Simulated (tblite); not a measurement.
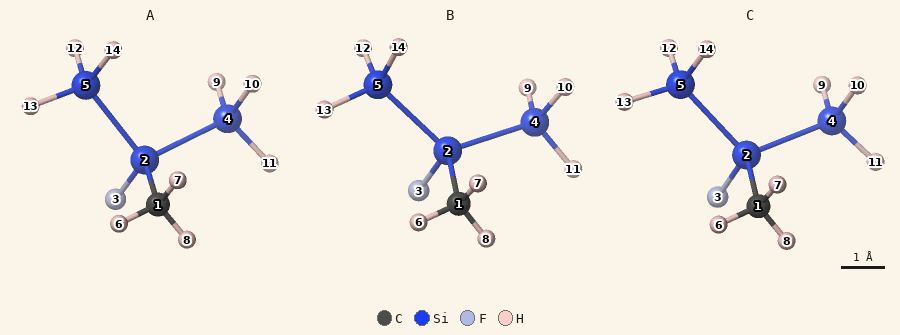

3 geometries from one relaxation of CH9FSi3, in shuffled order. The picture is a ball-and-stick view, seen at a tilt.

Level of theory: GFN2-xTB geometry optimisation, gas phase in tblite. 

**Order the frames from highest to lowest energy.**

A, C, B. They are steps 0, 21, 57, at +0.231 eV, +0.023 eV relative to the last. Over 57 geometry steps the energy falls by 0.231 eV. The atom that moves furthest after the best rigid fit is H14 (0.36 Å). By element the largest moves are H 0.36 Å, Si 0.24 Å, F 0.22 Å, C 0.03 Å. Near-neighbour distances that change, for instance: C1–Si2 1.839 → 1.910 Å, Si5–H14 1.498 → 1.467 Å, Si2–Si4 2.296 → 2.324 Å, Si2–F3 1.616 → 1.641 Å. Among the angles between lasting bonds that change: Si4–Si2–Si5 105.4° → 121.4°, F3–Si2–Si4 111.9° → 105.1°, C1–Si2–F3 108.3° → 102.3°.
